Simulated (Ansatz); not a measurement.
**Molecular dynamics of ZrH$_{2}$ClOF$_{3}$ (part 4 of 4)**

ZrH$_{2}$ClOF$_{3}$; RKS B3LYP-D4/def2-SVP (Ansatz 0.2.0). It belongs to a series of runs on one base structure; here: dynamics from the highest image of the converged band.

Geometry of the input (Å):
```
Zr 0.0595  -0.1941  0.0117
O  -0.1174  -0.2501  2.0513
H  -0.5478  0.2445  2.7600
F  1.7119  0.3675  -0.7508
F  -1.0212  1.3574  -0.2080
F  -0.8847  -1.4796  -1.0292
Cl 1.4303  -2.3168  1.2969
H  0.6919  -1.3967  2.1056
```

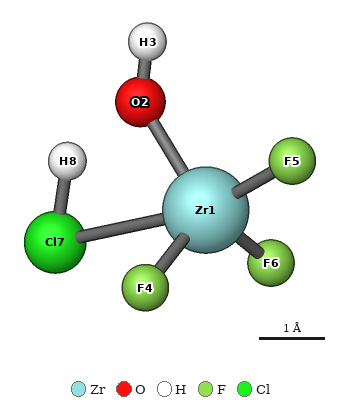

Fig. 1: The geometry at step 158 of the log (ball-and-stick view, seen at a tilt; atoms are numbered from 1 in the order of the input).

## Trajectory as extended XYZ, continued
```
8
Properties=species:S:1:pos:R:3:forces:R:3 step=113 time_fs=56.5 energy=-24031.58963 temperature=93.8
Zr    0.0325   -0.1759    0.0229    0.4424  -0.0574  -0.2619
O    -0.1273   -0.1740    2.0195   -0.3087   0.3539   0.2470
H    -0.5691    0.4356    2.6442    0.2880  -0.4169  -0.4126
F     1.7708    0.3406   -0.6657   -0.6591  -0.1854   0.2245
F    -1.0280    1.3708   -0.2636   -0.0877   0.1386  -0.1094
F    -0.8931   -1.5283   -1.0014    0.2401   0.3198   0.3089
Cl    1.4761   -2.3635    1.2530    0.0946  -0.1979   0.0592
H     0.8780   -1.6227    2.1786   -0.0096   0.0452  -0.0558
8
Properties=species:S:1:pos:R:3:forces:R:3 step=117 time_fs=58.5 energy=-24031.57580 temperature=76.2
Zr    0.0303   -0.1733    0.0229    0.5582  -0.1917  -0.2808
O    -0.1266   -0.1723    2.0236   -0.4132   0.4601   0.3257
H    -0.5795    0.4296    2.6557    0.4047  -0.5497  -0.5759
F     1.7762    0.3406   -0.6646   -0.7980  -0.2174   0.2725
F    -1.0275    1.3717   -0.2680   -0.1135   0.1693  -0.1135
F    -0.8947   -1.5341   -1.0016    0.3039   0.4344   0.3855
Cl    1.4796   -2.3682    1.2523   -0.0653  -0.0095   0.2743
H     0.8685   -1.6284    2.1890    0.1232  -0.0955  -0.2877
8
Properties=species:S:1:pos:R:3:forces:R:3 step=121 time_fs=60.5 energy=-24031.57482 temperature=74.7
Zr    0.0284   -0.1707    0.0228    0.6302  -0.2937  -0.2514
O    -0.1266   -0.1697    2.0282    0.1716  -0.3170  -0.6146
H    -0.5766    0.4055    2.6484   -0.1776   0.2202   0.2486
F     1.7801    0.3403   -0.6630   -0.8950  -0.2391   0.3044
F    -1.0273    1.3730   -0.2727   -0.1273   0.1834  -0.1157
F    -0.8956   -1.5390   -1.0011    0.3536   0.5250   0.4444
Cl    1.4831   -2.3729    1.2520   -0.1126   0.0404   0.3108
H     0.8634   -1.6373    2.1891    0.1572  -0.1193  -0.3265
8
Properties=species:S:1:pos:R:3:forces:R:3 step=125 time_fs=62.5 energy=-24031.56584 temperature=63.4
Zr    0.0267   -0.1682    0.0226    0.6468  -0.3434  -0.1886
O    -0.1263   -0.1678    2.0315    0.4704  -0.6813  -1.1442
H    -0.5797    0.3886    2.6494   -0.4759   0.5837   0.6567
F     1.7821    0.3394   -0.6608   -0.9381  -0.2485   0.3172
F    -1.0273    1.3747   -0.2775   -0.1336   0.1875  -0.1195
F    -0.8958   -1.5428   -0.9996    0.3835   0.5804   0.4794
Cl    1.4864   -2.3776    1.2519   -0.0184  -0.0736   0.1374
H     0.8639   -1.6505    2.1773    0.0653  -0.0048  -0.1383
8
Properties=species:S:1:pos:R:3:forces:R:3 step=128 time_fs=64.0 energy=-24031.57427 temperature=73.9
Zr    0.0256   -0.1665    0.0224    0.6263  -0.3495  -0.1365
O    -0.1255   -0.1674    2.0322    0.0347  -0.1512  -0.6003
H    -0.5927    0.3890    2.6649   -0.0365   0.0489   0.0434
F     1.7824    0.3384   -0.6587   -0.9330  -0.2464   0.3133
F    -1.0275    1.3762   -0.2814   -0.1354   0.1870  -0.1234
F    -0.8954   -1.5449   -0.9979    0.3910   0.5970   0.4883
Cl    1.4889   -2.3811    1.2520    0.1082  -0.2203  -0.0671
H     0.8661   -1.6607    2.1646   -0.0553   0.1347   0.0824
8
Properties=species:S:1:pos:R:3:forces:R:3 step=132 time_fs=66.0 energy=-24031.56468 temperature=62.0
Zr    0.0243   -0.1643    0.0221    0.5731  -0.3398  -0.0728
O    -0.1243   -0.1670    2.0321   -0.4854   0.4382   0.0729
H    -0.6094    0.3893    2.6846    0.4895  -0.5500  -0.6803
F     1.7811    0.3367   -0.6554   -0.8866  -0.2320   0.2926
F    -1.0280    1.3785   -0.2867   -0.1299   0.1754  -0.1248
F    -0.8942   -1.5467   -0.9947    0.3848   0.5945   0.4811
Cl    1.4924   -2.3860    1.2521    0.2203  -0.3465  -0.2474
H     0.8668   -1.6693    2.1511   -0.1658   0.2601   0.2786
8
Properties=species:S:1:pos:R:3:forces:R:3 step=136 time_fs=68.0 energy=-24031.58186 temperature=83.8
Zr    0.0233   -0.1623    0.0218    0.5058  -0.3286  -0.0190
O    -0.1242   -0.1658    2.0319   -0.2114   0.1054  -0.3084
H    -0.6100    0.3715    2.6818    0.2173  -0.2254  -0.3004
F     1.7780    0.3345   -0.6515   -0.8052  -0.2055   0.2568
F    -1.0288    1.3812   -0.2922   -0.1123   0.1464  -0.1179
F    -0.8923   -1.5472   -0.9906    0.3638   0.5723   0.4560
Cl    1.4960   -2.3913    1.2519    0.1468  -0.2591  -0.1587
H     0.8618   -1.6687    2.1473   -0.1047   0.1944   0.1916
8
Properties=species:S:1:pos:R:3:forces:R:3 step=140 time_fs=70.0 energy=-24031.58700 temperature=90.6
Zr    0.0226   -0.1604    0.0214    0.4188  -0.3057   0.0240
O    -0.1245   -0.1643    2.0309    0.4675  -0.6403  -1.1900
H    -0.6038    0.3466    2.6694   -0.4615   0.5094   0.6299
F     1.7733    0.3319   -0.6470   -0.6848  -0.1671   0.2056
F    -1.0298    1.3842   -0.2980   -0.0863   0.1055  -0.1056
F    -0.8896   -1.5466   -0.9855    0.3263   0.5258   0.4115
Cl    1.4999   -2.3969    1.2515   -0.0492  -0.0328   0.0993
H     0.8531   -1.6610    2.1503    0.0692   0.0052  -0.0746
8
Properties=species:S:1:pos:R:3:forces:R:3 step=143 time_fs=71.5 energy=-24031.59512 temperature=101.0
Zr    0.0221   -0.1590    0.0212    0.3289  -0.2647   0.0529
O    -0.1241   -0.1641    2.0284    0.4153  -0.5845  -1.0543
H    -0.6084    0.3382    2.6729   -0.4063   0.4413   0.5600
F     1.7688    0.3297   -0.6434   -0.5618  -0.1306   0.1560
F    -1.0306    1.3865   -0.3025   -0.0660   0.0740  -0.0970
F    -0.8871   -1.5455   -0.9811    0.2846   0.4679   0.3626
Cl    1.5027   -2.4011    1.2513   -0.1701   0.1082   0.2563
H     0.8479   -1.6546    2.1513    0.1755  -0.1116  -0.2364
8
Properties=species:S:1:pos:R:3:forces:R:3 step=147 time_fs=73.5 energy=-24031.60770 temperature=117.1
Zr    0.0216   -0.1573    0.0209    0.1706  -0.1694   0.1041
O    -0.1229   -0.1649    2.0232   -0.2955   0.1318   0.0088
H    -0.6250    0.3386    2.6920    0.3088  -0.2871  -0.4044
F     1.7619    0.3266   -0.6383   -0.3555  -0.0740   0.0766
F    -1.0319    1.3898   -0.3087   -0.0387   0.0326  -0.0880
F    -0.8834   -1.5431   -0.9747    0.2120   0.3587   0.2783
Cl    1.5063   -2.4067    1.2512   -0.2095   0.1603   0.3008
H     0.8468   -1.6499    2.1447    0.2080  -0.1530  -0.2763
8
Properties=species:S:1:pos:R:3:forces:R:3 step=151 time_fs=75.5 energy=-24031.61270 temperature=123.8
Zr    0.0212   -0.1557    0.0206   -0.0185  -0.0400   0.1889
O    -0.1223   -0.1654    2.0179   -0.4905   0.3138   0.3371
H    -0.6316    0.3299    2.6981    0.4984  -0.4605  -0.6571
F     1.7543    0.3233   -0.6331   -0.1171  -0.0127  -0.0121
F    -1.0332    1.3932   -0.3150   -0.0074  -0.0139  -0.0787
F    -0.8792   -1.5400   -0.9677    0.1270   0.2234   0.1792
Cl    1.5097   -2.4120    1.2515   -0.1030   0.0471   0.1505
H     0.8533   -1.6506    2.1282    0.1110  -0.0571  -0.1078
8
Properties=species:S:1:pos:R:3:forces:R:3 step=155 time_fs=77.5 energy=-24031.62430 temperature=138.4
Zr    0.0207   -0.1541    0.0204   -0.2146   0.1018   0.2936
O    -0.1228   -0.1654    2.0131    0.1205  -0.2683  -0.4642
H    -0.6218    0.3061    2.6826   -0.1276   0.1458   0.2062
F     1.7464    0.3200   -0.6279    0.1352   0.0501  -0.1044
F    -1.0345    1.3965   -0.3215    0.0268  -0.0646  -0.0673
F    -0.8747   -1.5365   -0.9603    0.0350   0.0737   0.0716
Cl    1.5130   -2.4173    1.2519    0.0760  -0.1522  -0.0917
H     0.8639   -1.6533    2.1079   -0.0513   0.1137   0.1563
8
Properties=species:S:1:pos:R:3:forces:R:3 step=158 time_fs=79.0 energy=-24031.61225 temperature=123.3
Zr    0.0203   -0.1529    0.0203   -0.3535   0.2070   0.3552
O    -0.1230   -0.1657    2.0089    0.5186  -0.6297  -0.9616
H    -0.6160    0.2903    2.6739   -0.5358   0.5215   0.7756
F     1.7407    0.3175   -0.6241    0.3259   0.0978  -0.1737
F    -1.0355    1.3989   -0.3265    0.0498  -0.0986  -0.0586
F    -0.8713   -1.5337   -0.9547   -0.0381  -0.0445  -0.0128
Cl    1.5155   -2.4214    1.2521    0.1690  -0.2566  -0.2138
H     0.8709   -1.6528    2.0959   -0.1358   0.2031   0.2897
8
Properties=species:S:1:pos:R:3:forces:R:3 step=162 time_fs=81.0 energy=-24031.61847 temperature=130.9
Zr    0.0197   -0.1511    0.0204   -0.5128   0.3362   0.3818
O    -0.1224   -0.1672    2.0016    0.0541  -0.2011  -0.1788
H    -0.6237    0.2844    2.6849   -0.0766   0.0956   0.1552
F     1.7336    0.3145   -0.6194    0.5705   0.1602  -0.2620
F    -1.0367    1.4020   -0.3332    0.0713  -0.1310  -0.0479
F    -0.8669   -1.5301   -0.9472   -0.1392  -0.2047  -0.1272
Cl    1.5191   -2.4271    1.2523    0.1405  -0.2158  -0.1707
H     0.8759   -1.6457    2.0894   -0.1077   0.1607   0.2496
8
Properties=species:S:1:pos:R:3:forces:R:3 step=166 time_fs=83.0 energy=-24031.60342 temperature=111.8
Zr    0.0188   -0.1493    0.0206   -0.6264   0.4426   0.3558
O    -0.1216   -0.1693    1.9938   -0.5452   0.3199   0.8577
H    -0.6341    0.2820    2.7015    0.5208  -0.4316  -0.6762
F     1.7277    0.3117   -0.6152    0.7795   0.2148  -0.3370
F    -1.0378    1.4047   -0.3400    0.0858  -0.1537  -0.0367
F    -0.8627   -1.5270   -0.9400   -0.2351  -0.3531  -0.2335
Cl    1.5227   -2.4330    1.2523   -0.0213  -0.0085   0.0477
H     0.8772   -1.6329    2.0918    0.0420  -0.0304   0.0222
8
Properties=species:S:1:pos:R:3:forces:R:3 step=170 time_fs=85.0 energy=-24031.59939 temperature=106.4
Zr    0.0177   -0.1472    0.0209   -0.6878   0.5257   0.3187
O    -0.1220   -0.1707    1.9879   -0.3031   0.0984   0.6759
H    -0.6273    0.2655    2.6959    0.2697  -0.2053  -0.3182
F     1.7234    0.3094   -0.6117    0.9292   0.2537  -0.3896
F    -1.0387    1.4072   -0.3469    0.0980  -0.1732  -0.0241
F    -0.8590   -1.5245   -0.9333   -0.3148  -0.4756  -0.3211
Cl    1.5263   -2.4389    1.2523   -0.1645   0.1845   0.2403
H     0.8800   -1.6212    2.0952    0.1734  -0.2080  -0.1819
8
Properties=species:S:1:pos:R:3:forces:R:3 step=174 time_fs=87.0 energy=-24031.58606 temperature=89.4
Zr    0.0163   -0.1449    0.0214   -0.7055   0.5983   0.2886
O    -0.1231   -0.1720    1.9834    0.4010  -0.4968  -0.2567
H    -0.6118    0.2426    2.6807   -0.4504   0.4100   0.7289
F     1.7210    0.3077   -0.6089    1.0135   0.2730  -0.4161
F    -1.0394    1.4093   -0.3538    0.1053  -0.1859  -0.0142
F    -0.8559   -1.5230   -0.9272   -0.3744  -0.5698  -0.3857
Cl    1.5298   -2.4446    1.2526   -0.1800   0.2204   0.2661
H     0.8891   -1.6170    2.0921    0.1905  -0.2492  -0.2109
8
Properties=species:S:1:pos:R:3:forces:R:3 step=177 time_fs=88.5 energy=-24031.58568 temperature=88.9
Zr    0.0150   -0.1431    0.0219   -0.6949   0.6496   0.2592
O    -0.1234   -0.1736    1.9799    0.3728  -0.4603  -0.1850
H    -0.6091    0.2336    2.6841   -0.4327   0.3910   0.7151
F     1.7205    0.3067   -0.6075    1.0357   0.2749  -0.4189
F    -1.0398    1.4107   -0.3591    0.1034  -0.1847  -0.0112
F    -0.8541   -1.5226   -0.9231   -0.4063  -0.6226  -0.4190
Cl    1.5323   -2.4488    1.2530   -0.0920   0.1172   0.1568
H     0.9006   -1.6200    2.0847    0.1141  -0.1651  -0.0971
8
Properties=species:S:1:pos:R:3:forces:R:3 step=181 time_fs=90.5 energy=-24031.59057 temperature=95.0
Zr    0.0131   -0.1403    0.0225   -0.6415   0.6974   0.1970
O    -0.1232   -0.1766    1.9751   -0.3516   0.1561   0.9370
H    -0.6168    0.2320    2.7078    0.2825  -0.2052  -0.3526
F     1.7216    0.3059   -0.6062    1.0051   0.2613  -0.3992
F    -1.0401    1.4121   -0.3661    0.0912  -0.1691  -0.0115
F    -0.8525   -1.5232   -0.9184   -0.4281  -0.6608  -0.4393
Cl    1.5355   -2.4542    1.2536    0.1024  -0.1297  -0.0915
H     0.9192   -1.6287    2.0724   -0.0600   0.0500   0.1600
8
Properties=species:S:1:pos:R:3:forces:R:3 step=185 time_fs=92.5 energy=-24031.58601 temperature=89.5
Zr    0.0109   -0.1373    0.0233   -0.5268   0.6890   0.1110
O    -0.1237   -0.1792    1.9723   -0.5641   0.3412   1.2893
H    -0.6155    0.2241    2.7205    0.4872  -0.3707  -0.6835
F     1.7248    0.3056   -0.6058    0.8934   0.2300  -0.3510
F    -1.0402    1.4132   -0.3731    0.0750  -0.1478  -0.0110
F    -0.8517   -1.5252   -0.9147   -0.4186  -0.6441  -0.4244
Cl    1.5388   -2.4598    1.2542    0.2330  -0.3003  -0.2630
H     0.9356   -1.6357    2.0660   -0.1792   0.2028   0.3326
8
Properties=species:S:1:pos:R:3:forces:R:3 step=189 time_fs=94.5 energy=-24031.60479 temperature=113.2
Zr    0.0084   -0.1340    0.0241   -0.3524   0.6092   0.0036
O    -0.1254   -0.1812    1.9724    0.0304  -0.1326   0.3505
H    -0.5981    0.2042    2.7113   -0.1138   0.1220   0.2490
F     1.7299    0.3058   -0.6060    0.7057   0.1850  -0.2780
F    -1.0402    1.4141   -0.3801    0.0582  -0.1254  -0.0078
F    -0.8517   -1.5284   -0.9117   -0.3768  -0.5671  -0.3735
Cl    1.5424   -2.4656    1.2545    0.1720  -0.2114  -0.1816
H     0.9458   -1.6357    2.0714   -0.1232   0.1203   0.2378
8
Properties=species:S:1:pos:R:3:forces:R:3 step=192 time_fs=96.0 energy=-24031.60421 temperature=112.9
Zr    0.0065   -0.1313    0.0247   -0.1997   0.5140  -0.0918
O    -0.1268   -0.1828    1.9733    0.4272  -0.4463  -0.3005
H    -0.5863    0.1910    2.7080   -0.5104   0.4449   0.8904
F     1.7346    0.3062   -0.6066    0.5329   0.1461  -0.2130
F    -1.0401    1.4145   -0.3854    0.0425  -0.1038  -0.0060
F    -0.8522   -1.5316   -0.9100   -0.3298  -0.4795  -0.3178
Cl    1.5452   -2.4702    1.2546    0.0411  -0.0231   0.0002
H     0.9502   -1.6325    2.0817   -0.0037  -0.0523   0.0385
8
Properties=species:S:1:pos:R:3:forces:R:3 step=196 time_fs=98.0 energy=-24031.62056 temperature=133.6
Zr    0.0039   -0.1276    0.0255    0.0044   0.3655  -0.2229
O    -0.1278   -0.1858    1.9739    0.0188  -0.1039   0.3678
H    -0.5854    0.1864    2.7300   -0.0928   0.1066   0.1994
F     1.7418    0.3069   -0.6078    0.2880   0.0922  -0.1210
F    -1.0400    1.4149   -0.3924    0.0144  -0.0637  -0.0081
F    -0.8535   -1.5367   -0.9083   -0.2552  -0.3416  -0.2301
Cl    1.5490   -2.4763    1.2547   -0.1041   0.1911   0.2123
H     0.9564   -1.6307    2.0959    0.1264  -0.2461  -0.1974
8
Properties=species:S:1:pos:R:3:forces:R:3 step=200 time_fs=100.0 energy=-24031.61690 temperature=129.2
Zr    0.0013   -0.1237    0.0262    0.1903   0.2067  -0.3091
O    -0.1289   -0.1891    1.9755   -0.5131   0.3462   1.2381
H    -0.5879    0.1858    2.7589    0.4496  -0.3348  -0.7562
F     1.7496    0.3079   -0.6091    0.0417   0.0373  -0.0283
F    -1.0398    1.4152   -0.3995   -0.0163  -0.0187  -0.0137
F    -0.8553   -1.5425   -0.9071   -0.1698  -0.1884  -0.1320
Cl    1.5526   -2.4821    1.2551   -0.1182   0.2189   0.2402
H     0.9670   -1.6377    2.1031    0.1357  -0.2671  -0.2390
```

## Summary

```json
{"quantity": "outcome", "value": "finished"}
{"quantity": "mean temperature over the second half", "value": "101 K"}
{"quantity": "trajectory", "value": "200 steps, 100 fs"}
{"quantity": "ensemble", "value": "nve"}
{"quantity": "temperature in the input", "value": "100.0 K"}
{"quantity": "time step", "value": "0.5 fs"}
{"quantity": "potential energy (last step)", "value": "−24031.6172 eV"}
{"quantity": "mean-field energy (last step)", "value": "−24031.3199 eV"}
{"quantity": "largest force (length of the vector) (last step)", "value": "1.384 eV/Å"}
{"quantity": "hardware", "value": "4 threads of Arm Neoverse V1, 24 GiB of memory available, shared host"}
{"quantity": "wall time", "value": "6.7 min (CPU time 25 min)"}
{"quantity": "peak memory", "value": "0.28 GiB"}
```

## Remarks

So short a trajectory is not equilibrated.
